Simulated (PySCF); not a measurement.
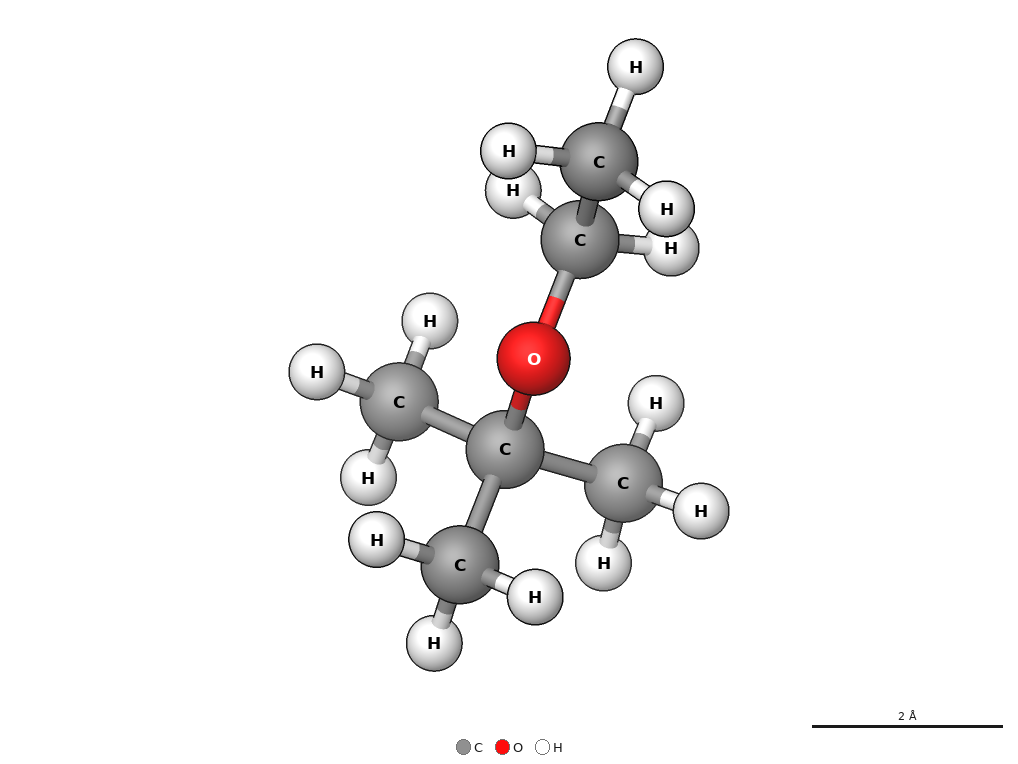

Rendered structure (ball-and-stick style). Every bond is drawn as one stick, whatever its order.

The geometry was computed by an optimisation with PBE0-D3(BJ)/def2-SVP. No frequency run is at hand to confirm it as a minimum.

What is the molecular formula?

C₆H₁₄O, 21 atoms: 6 carbon, 14 hydrogen and 1 oxygen.

How many bonds of each kind are drawn?

14 C–H, 4 C–C, 2 C–O.

Name some functional groups or characteristic bonds that it holds.

Among them: ether.

More results for the same structure follow; atom numbers are the same in all pictures, views and colours differ.

## Electronic properties

No frequency run is at hand to confirm it as a minimum. Level of theory: B3LYP/pcJ-1, gas phase (PySCF 2.14.0).

What is the HOMO–LUMO gap?

8.04 eV.

Estimate the HOMO energy (Kohn–Sham orbital).

−6.94 eV.

Estimate the dipole moment.

1.17 D.

## NMR shielding

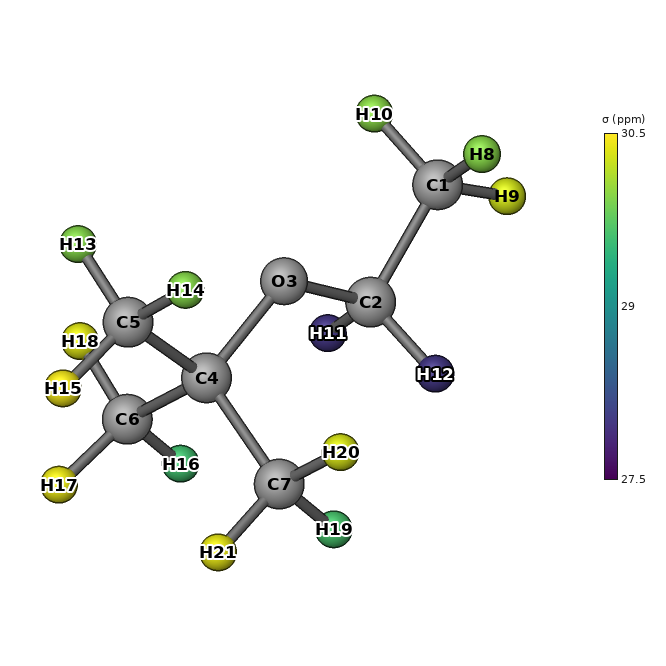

Atoms are coloured by their isotropic NMR shieldings (H only, the others grey). No frequency run is at hand to confirm it as a minimum. Level of theory: GIAO PBE0/pcSseg-1 NMR shielding, non-relativistic, gas phase (PySCF 2.14.0).

Give the isotropic NMR shieldings of the H atoms atom by atom.

| atom | σ (ppm) |
| --- | --- |
| H8 | 29.95 |
| H9 | 30.29 |
| H10 | 29.96 |
| H11 | 27.99 |
| H12 | 27.99 |
| H13 | 29.94 |
| H14 | 29.94 |
| H15 | 30.44 |
| H16 | 29.60 |
| H17 | 30.39 |
| H18 | 30.34 |
| H19 | 29.64 |
| H20 | 30.31 |
| H21 | 30.37 |

## Bond orders

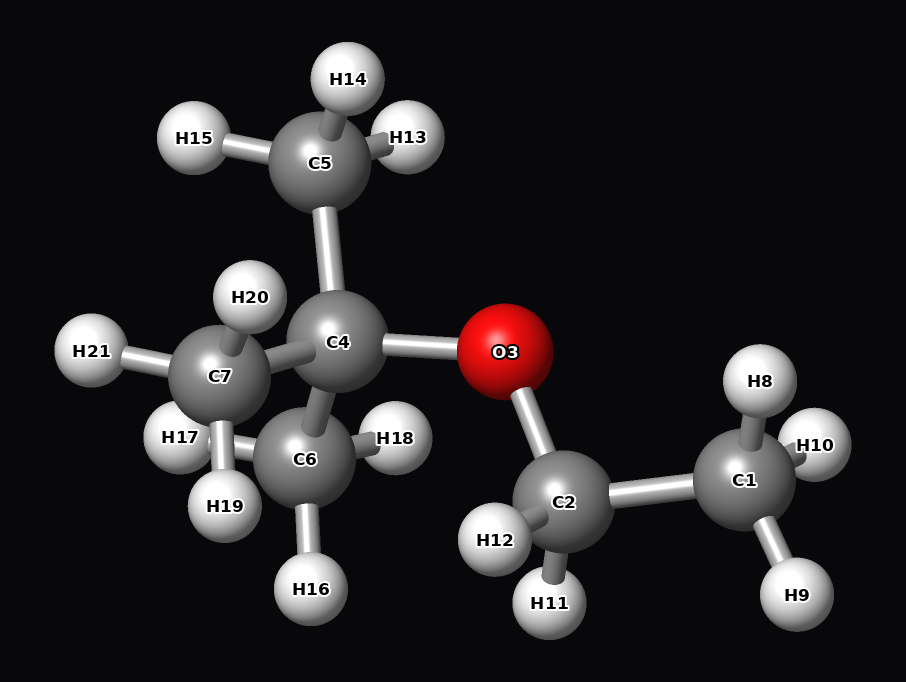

The thickness of each stick grows with its Mayer bond order. No frequency run is at hand to confirm it as a minimum. Computed with PBE0/pcSseg-1 (PySCF 2.14.0).

List the Mayer bond orders of C1–C2, C2–O3, O3–C4, C4–C5, C4–C6, C4–C7 (bonds between heavy atoms, one of each equivalent set). Atoms whose distances differ by more than 0.02 Å in this geometry are listed apart.

| bond | Mayer order | length (Å) |
| --- | --- | --- |
| C1–C2 | 1.08 | 1.511 |
| C2–O3 | 0.92 | 1.400 |
| O3–C4 | 0.89 | 1.423 |
| C4–C5 | 1.02 | 1.523 |
| C4–C6 | 1.01 | 1.529 |
| C4–C7 | 1.01 | 1.529 |
